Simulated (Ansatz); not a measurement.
## Run report: ZrH₃SOF₃, geometry relaxation (part 2 of 2)

Continued. System: ZrH₃SOF₃. Method: RHF/def2-SVP (Ansatz 0.2.0). The input holds or restrains some coordinates. It belongs to a series of runs on one base structure; here: pulled along the bonds that form and break, towards end B.

Geometry of the input (Å):
```
Zr 0.0000  0.0000  0.0000
O  0.0000  0.0000  2.4200
H  -0.9095  -0.2814  2.7571
F  1.8671  0.0000  -0.6593
F  -0.9326  1.6157  -0.6593
F  -0.9326  -1.6157  -0.6593
S  1.4875  -2.2588  0.8987
H  0.7024  -3.4121  0.7815
H  0.7562  -1.1483  2.1622
```

Trajectory as extended XYZ, continued:
```
9
Properties=species:S:1:pos:R:3:forces:R:3 step=7 energy=-22282.07520
Zr    0.2947   -0.4062   -0.4517   -0.0173   0.2230   0.4713
O    -0.0501   -0.0409    2.7546    0.3994  -1.7577  -0.2327
H    -0.9081   -0.3111    3.0789    0.4536   0.3105  -0.0877
F     1.8399    0.2136   -1.3620   -0.3420  -0.0504  -0.1547
F    -0.7147    1.2153   -0.2015    0.3244  -0.5377   0.1767
F    -0.9955   -1.5226   -1.2876    0.2191   0.1608  -0.1417
S     1.5094   -2.2220    0.8732   -0.3745  -0.1559   0.0101
H     0.5571   -3.1804    0.8018    0.2272   0.3418  -0.0096
H     0.5058   -0.8463    2.8359   -0.8899   1.4656  -0.0318
9
Properties=species:S:1:pos:R:3:forces:R:3 step=8 energy=-22282.20712
Zr    0.3395   -0.4501   -0.4528   -0.1755   0.5979   0.0764
O    -0.0883   -0.0275    2.7490    0.2380  -1.3460  -0.0785
H    -0.9174   -0.2603    3.1613    0.3787   0.2863  -0.1767
F     1.7754    0.2052   -1.5201   -0.4158  -0.1631   0.1882
F    -0.6719    1.1358   -0.0287    0.4281  -0.6575  -0.0807
F    -0.9191   -1.5039   -1.4111    0.2505   0.1504   0.0946
S     1.5201   -2.2343    0.9256   -0.2231   0.0368  -0.0781
H     0.5396   -3.1434    0.7807    0.1081   0.0946   0.0051
H     0.4606   -0.8222    2.8378   -0.5890   1.0006   0.0497
9
Properties=species:S:1:pos:R:3:forces:R:3 step=9 energy=-22282.25100
Zr    0.3454   -0.4568   -0.4735    0.1558  -0.0744   0.4305
O    -0.0968   -0.0382    2.7270    0.4651  -1.2104   0.0214
H    -0.9221   -0.1922    3.1703    0.1530   0.1600  -0.0683
F     1.7354    0.1994   -1.5778   -0.0716   0.0291  -0.0326
F    -0.6269    1.0785    0.0752   -0.0087   0.0155  -0.1092
F    -0.8861   -1.5122   -1.4487   -0.0241   0.0114  -0.0444
S     1.5149   -2.2144    0.9457   -0.1143   0.0578  -0.1506
H     0.5479   -3.1238    0.7512    0.0526   0.0052   0.0016
H     0.4268   -0.8408    2.8722   -0.6077   1.0057  -0.0483
9
Properties=species:S:1:pos:R:3:forces:R:3 step=10 energy=-22282.27451
Zr    0.3683   -0.4504   -0.4930   -0.0557  -0.1336   0.2555
O    -0.1273   -0.1288    2.7148    0.2588  -1.1145   0.2569
H    -0.8710   -0.0586    3.3059    0.3262   0.0256  -0.2476
F     1.7039    0.2127   -1.6601   -0.0053  -0.0273   0.0494
F    -0.6154    1.0962   -0.0046    0.0136   0.0577   0.0556
F    -0.8700   -1.4936   -1.4752    0.0508   0.0010   0.0367
S     1.5231   -2.1869    0.9657    0.0287   0.0331  -0.1745
H     0.5981   -3.1334    0.7561    0.0085   0.0075  -0.0428
H     0.3288   -0.9579    2.9320   -0.6257   1.1506  -0.1891
9
Properties=species:S:1:pos:R:3:forces:R:3 step=11 energy=-22282.28291
Zr    0.3602   -0.4576   -0.4839   -0.0279  -0.1039   0.3344
O    -0.1490   -0.1205    2.7195    0.4615  -1.0881   0.1455
H    -0.8604   -0.0233    3.3405    0.1772   0.0166  -0.1425
F     1.7063    0.1905   -1.6464   -0.0125  -0.0146   0.0156
F    -0.6099    1.1027   -0.0069    0.0283   0.0253   0.0351
F    -0.8696   -1.5176   -1.4588    0.0393   0.0043   0.0156
S     1.5075   -2.1871    0.9891   -0.0651   0.0155  -0.2289
H     0.6347   -3.1470    0.6432    0.0753   0.0283   0.0133
H     0.3188   -0.9407    2.9453   -0.6760   1.1166  -0.1881
9
Properties=species:S:1:pos:R:3:forces:R:3 step=12 energy=-22282.27414 accepted=F
Zr    0.3396   -0.4561   -0.4763   -0.0169  -0.0969   0.4387
O    -0.1623   -0.1187    2.7267    0.2481  -1.1570   0.3542
H    -0.8130    0.1004    3.3898    0.3801  -0.1304  -0.3620
F     1.6989    0.1697   -1.6358   -0.0340  -0.0139  -0.0177
F    -0.6009    1.1283   -0.0053    0.0507  -0.0579   0.0068
F    -0.8788   -1.5379   -1.4423    0.0244   0.0436  -0.0162
S     1.4762   -2.1757    1.0151   -0.4897  -0.6202  -0.5038
H     0.7551   -3.2292    0.5080    0.4937   0.7017   0.2984
H     0.2237   -0.9815    2.9616   -0.6563   1.3311  -0.1984
9
Properties=species:S:1:pos:R:3:forces:R:3 step=13 energy=-22282.29132
Zr    0.3483   -0.4608   -0.4795    0.0066  -0.0882   0.3943
O    -0.1530   -0.1169    2.7234    0.5011  -1.1045   0.0659
H    -0.8449    0.0310    3.3531    0.0820   0.0178  -0.0637
F     1.6985    0.1756   -1.6434   -0.0151  -0.0129  -0.0048
F    -0.5974    1.1132    0.0034    0.0210   0.0085   0.0180
F    -0.8803   -1.5216   -1.4544    0.0204   0.0026   0.0008
S     1.4909   -2.1829    1.0049   -0.0790  -0.0079  -0.2364
H     0.7012   -3.1821    0.5782    0.0833   0.0533   0.0137
H     0.2753   -0.9560    2.9559   -0.6203   1.1314  -0.1879
9
Properties=species:S:1:pos:R:3:forces:R:3 step=14 energy=-22282.29667
Zr    0.3403   -0.4638   -0.4771   -0.0002  -0.0697   0.4302
O    -0.1703   -0.1203    2.7235    0.3723  -1.0950   0.2175
H    -0.8267    0.0841    3.3797    0.2170  -0.0459  -0.2036
F     1.6888    0.1595   -1.6502   -0.0118  -0.0187  -0.0111
F    -0.5811    1.1240    0.0101    0.0272  -0.0138   0.0036
F    -0.8898   -1.5208   -1.4537    0.0103   0.0022  -0.0062
S     1.4718   -2.1800    1.0219   -0.1421  -0.1188  -0.2909
H     0.7706   -3.2153    0.5183    0.1504   0.1794   0.0618
H     0.2350   -0.9680    2.9691   -0.6232   1.1802  -0.2013
9
Properties=species:S:1:pos:R:3:forces:R:3 step=15 energy=-22282.29809
Zr    0.3239   -0.4654   -0.4661    0.0661  -0.0802   0.4759
O    -0.1630   -0.1197    2.7378    0.5694  -1.3601  -0.0365
H    -0.7973    0.1560    3.3798   -0.0661   0.0409   0.0803
F     1.6748    0.1239   -1.6542   -0.0221  -0.0211  -0.0200
F    -0.5643    1.1438    0.0139    0.0147  -0.0214   0.0155
F    -0.9106   -1.5192   -1.4403   -0.0088   0.0017  -0.0168
S     1.4411   -2.1717    1.0539   -0.3269  -0.4610  -0.5218
H     0.8812   -3.2437    0.4229    0.3162   0.5260   0.2715
H     0.1528   -1.0046    2.9940   -0.5426   1.3752  -0.2482
9
Properties=species:S:1:pos:R:3:forces:R:3 step=16 energy=-22282.33218
Zr    0.3151   -0.4671   -0.4633   -0.0005  -0.0802   0.4365
O    -0.2254   -0.1431    2.7340    0.4323  -1.1499   0.0357
H    -0.8071    0.1844    3.4040    0.0249   0.0012  -0.0219
F     1.6384    0.0263   -1.7259   -0.0285  -0.0256   0.0186
F    -0.4670    1.1889    0.0417    0.0563  -0.0334  -0.0163
F    -0.9856   -1.4608   -1.4166    0.0117   0.0025   0.0318
S     1.4092   -2.1615    1.0847   -0.1085  -0.1281  -0.3480
H     1.0729   -3.2516    0.3664    0.1068   0.2376   0.0810
H     0.0879   -1.0161    3.0165   -0.4945   1.1758  -0.2175
9
Properties=species:S:1:pos:R:3:forces:R:3 step=17 energy=-22282.34660
Zr    0.3026   -0.4742   -0.4597    0.1031  -0.0318   0.5225
O    -0.2673   -0.1864    2.7358    0.1507  -0.9380   0.4043
H    -0.7968    0.2251    3.4122    0.2442  -0.1642  -0.3014
F     1.6196   -0.0718   -1.7664   -0.1021  -0.0667   0.0869
F    -0.3845    1.2301    0.0317    0.0672  -0.1080  -0.0198
F    -1.0409   -1.4496   -1.3747    0.0072   0.0278   0.0361
S     1.3672   -2.1464    1.1332   -0.1633  -0.3623  -0.8451
H     1.2186   -3.1793    0.2545    0.1673   0.4667   0.4351
H     0.0199   -1.0482    3.0751   -0.4743   1.1766  -0.3186
9
Properties=species:S:1:pos:R:3:forces:R:3 step=18 energy=-22282.36297
Zr    0.2834   -0.4652   -0.4565    0.0813  -0.1496   0.4212
O    -0.3312   -0.1835    2.7308    0.1961  -0.9729   0.3576
H    -0.7733    0.2487    3.4571    0.2371  -0.2120  -0.3992
F     1.6006   -0.1417   -1.7851   -0.1309  -0.0475   0.0818
F    -0.3222    1.2685    0.0393    0.0731  -0.1016  -0.0205
F    -1.1083   -1.4042   -1.3391    0.0195   0.0869   0.0243
S     1.3238   -2.1626    1.1199    0.0210  -0.4961  -0.7736
H     1.4099   -3.2053    0.2327   -0.0363   0.7309   0.5220
H    -0.0442   -1.0552    3.0424   -0.4609   1.1621  -0.2136
9
Properties=species:S:1:pos:R:3:forces:R:3 step=19 energy=-22282.32322 accepted=F
Zr    0.2840   -0.4776   -0.4774   -0.1001  -0.0641   0.5562
O    -0.4801   -0.3016    2.6882    0.5522  -0.6351   2.4859
H    -0.7145    0.2784    3.4468    0.3966  -0.9717  -1.6813
F     1.5723   -0.2224   -1.8474   -0.0900  -0.0672   0.0765
F    -0.2195    1.2835    0.0404    0.1205  -0.1525  -0.0310
F    -1.1859   -1.3305   -1.3270    0.1102   0.0566   0.0765
S     1.3194   -2.1251    1.1551    0.0450  -0.3180  -0.8483
H     1.5123   -3.1215    0.2469   -0.0008   0.4681   0.4105
H    -0.0494   -1.0839    3.1161   -1.0335   1.6840  -1.0452
9
Properties=species:S:1:pos:R:3:forces:R:3 step=20 energy=-22282.39781
Zr    0.2825   -0.4789   -0.4643    0.0187  -0.0830   0.5650
O    -0.4098   -0.2315    2.7070    0.2990  -0.9204   0.6051
H    -0.7365    0.2527    3.4621    0.1658  -0.1718  -0.4927
F     1.5814   -0.1925   -1.8137   -0.0466  -0.0441   0.0010
F    -0.2577    1.2691    0.0472    0.0739  -0.0533  -0.0232
F    -1.1529   -1.3650   -1.3305    0.0060   0.0196   0.0269
S     1.3385   -2.1436    1.1357   -0.0556   0.1019  -0.3613
H     1.4579   -3.1414    0.2473    0.0520   0.0656   0.0331
H    -0.0649   -1.0695    3.0508   -0.5132   1.0856  -0.3540
9
Properties=species:S:1:pos:R:3:forces:R:3 step=21 energy=-22282.41950
Zr    0.2783   -0.4776   -0.4653    0.0216  -0.1014   0.5659
O    -0.4541   -0.2622    2.6994    0.3690  -0.9190   0.5772
H    -0.7620    0.2426    3.4478    0.1422  -0.1574  -0.4497
F     1.5502   -0.2601   -1.8535   -0.0615  -0.0458   0.0211
F    -0.1731    1.2940    0.0519    0.0738  -0.0611  -0.0234
F    -1.2106   -1.3171   -1.2892    0.0212   0.0302   0.0464
S     1.3379   -2.1319    1.1425   -0.0448   0.1103  -0.3779
H     1.5517   -3.1075    0.2477    0.0459   0.0666   0.0298
H    -0.0798   -1.0808    3.0602   -0.5675   1.0774  -0.3894
9
Properties=species:S:1:pos:R:3:forces:R:3 step=22 energy=-22282.44646
Zr    0.2782   -0.4699   -0.4616   -0.0473  -0.1490   0.4759
O    -0.5677   -0.3371    2.6826    0.6324  -0.8245   0.8809
H    -0.7539    0.2500    3.4162    0.1127  -0.3178  -0.6264
F     1.5022   -0.3576   -1.9102   -0.1466  -0.0436   0.1424
F    -0.0464    1.3338    0.0543    0.0905  -0.1570  -0.0291
F    -1.2850   -1.2563   -1.2079    0.1368   0.1086   0.0996
S     1.3409   -2.1135    1.1543    0.0156   0.0389  -0.5239
H     1.6827   -3.0433    0.2430    0.0051   0.1698   0.1400
H    -0.1124   -1.1067    3.0708   -0.7993   1.1746  -0.5594
9
Properties=species:S:1:pos:R:3:forces:R:3 step=23 energy=-22282.51212
Zr    0.2700   -0.4695   -0.4499    0.0075  -0.2220   0.5942
O    -0.6808   -0.4092    2.6625    0.7125  -0.8321   0.2990
H    -0.7613    0.2376    3.3547    0.0370  -0.1494  -0.2548
F     1.4063   -0.4940   -1.9672   -0.0790  -0.0225   0.0669
F     0.1390    1.3570    0.0588    0.0434  -0.0490   0.0114
F    -1.3898   -1.1438   -1.0826    0.0590   0.0513   0.0685
S     1.3814   -2.0780    1.1671   -0.0186   0.1081  -0.4460
H     1.8565   -2.9464    0.2616    0.0170   0.0861   0.0650
H    -0.1827   -1.1541    3.0367   -0.7788   1.0295  -0.4041
9
Properties=species:S:1:pos:R:3:forces:R:3 step=24 energy=-22282.53500
Zr    0.2769   -0.4773   -0.4367   -0.2474  -0.1409   0.5828
O    -0.8137   -0.4590    2.6329    0.9808  -0.3563   0.5752
H    -0.7455    0.2520    3.2766   -0.0537  -0.6196  -0.6271
F     1.3068   -0.5868   -2.0297   -0.1247  -0.0043   0.2010
F     0.3056    1.3504    0.1113    0.0275  -0.2608  -0.0935
F    -1.4726   -1.0596   -0.9312    0.3373   0.1406   0.0922
S     1.4091   -2.0774    1.1751    0.0908   0.0227  -0.6453
H     2.0330   -2.8612    0.2697   -0.1320   0.2182   0.2367
H    -0.2611   -1.1820    2.9735   -0.8786   1.0003  -0.3220
9
Properties=species:S:1:pos:R:3:forces:R:3 step=25 energy=-22282.56351
Zr    0.2578   -0.4811   -0.4262   -0.0573  -0.2795   0.7737
O    -0.8442   -0.4922    2.6334    0.8341  -0.9322  -0.1244
H    -0.7012    0.2360    3.2206    0.0190  -0.0031   0.0107
F     1.2616   -0.6656   -2.0179    0.0349  -0.0014  -0.0367
F     0.3719    1.3449    0.0863    0.0104   0.0108   0.0132
F    -1.5108   -0.9759   -0.9012   -0.0051   0.0132   0.0221
S     1.3853   -2.0854    1.1833   -0.0615   0.2026  -0.4010
H     2.1257   -2.7545    0.2927    0.0248  -0.0073   0.0129
H    -0.3075   -1.2269    2.9705   -0.7994   0.9969  -0.2706
```

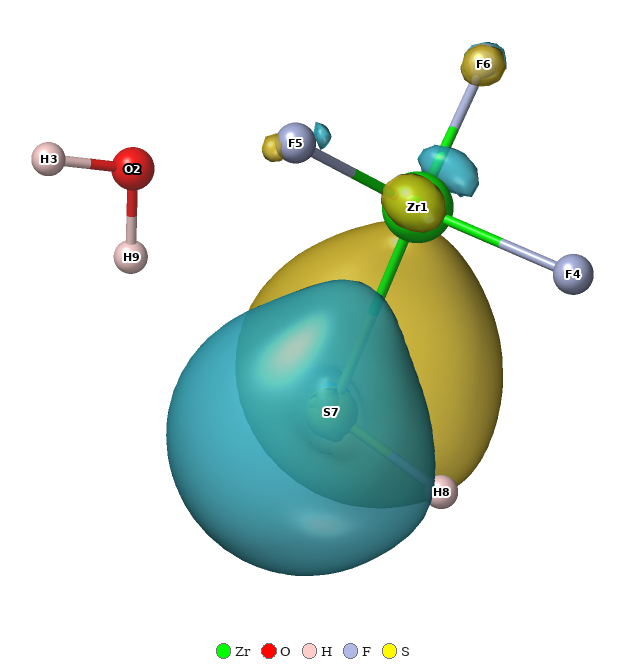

**Figure 1.** One frontier orbital at ±0.1 Å⁻³ᐟ² (yellow and cyan are the two phases), seen at a tilt. The HOMO, at −10.59 eV.

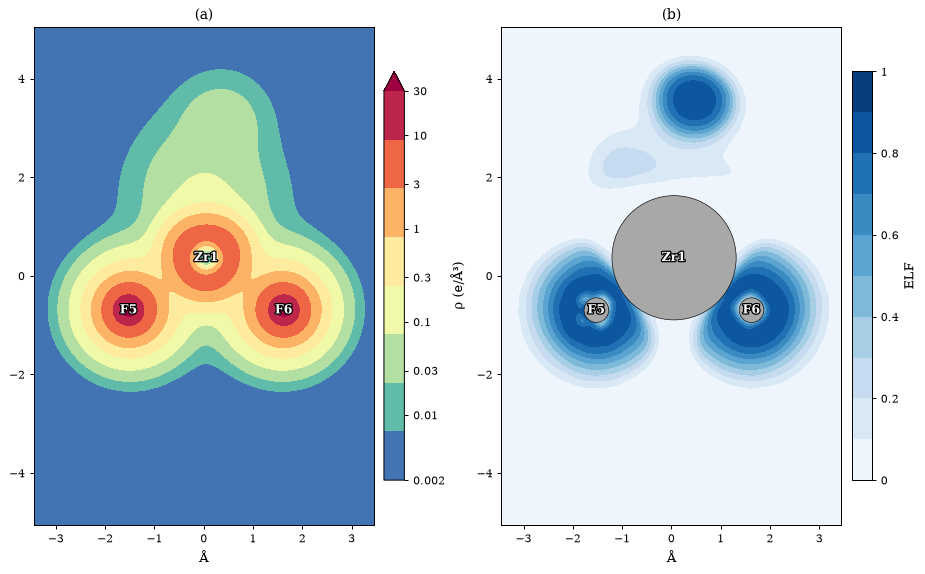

**Figure 2.** (a) total electron density; (b) ELF on the plane of atoms F5, Zr1 and F6. Grey discs, where drawn, cover atomic cores. Zr–F (1.90 Å): ρ is about 0.89 e/Å³ halfway; the ELF peaks at about 0.85 in the valence shell of F, 0.5 Å from its nucleus, and drops to about 0.20 between the two atoms.

Summary:

- outcome: converged under the restraints of the input
- total energy: −22282.5635 eV
- mean-field energy: −22282.5635 eV
- largest force (length of the vector) at the end, held atoms and coordinates included: 1.306 eV/Å
- wall time: 59 s (CPU time 1.8 min)
- peak memory: 0.27 GiB
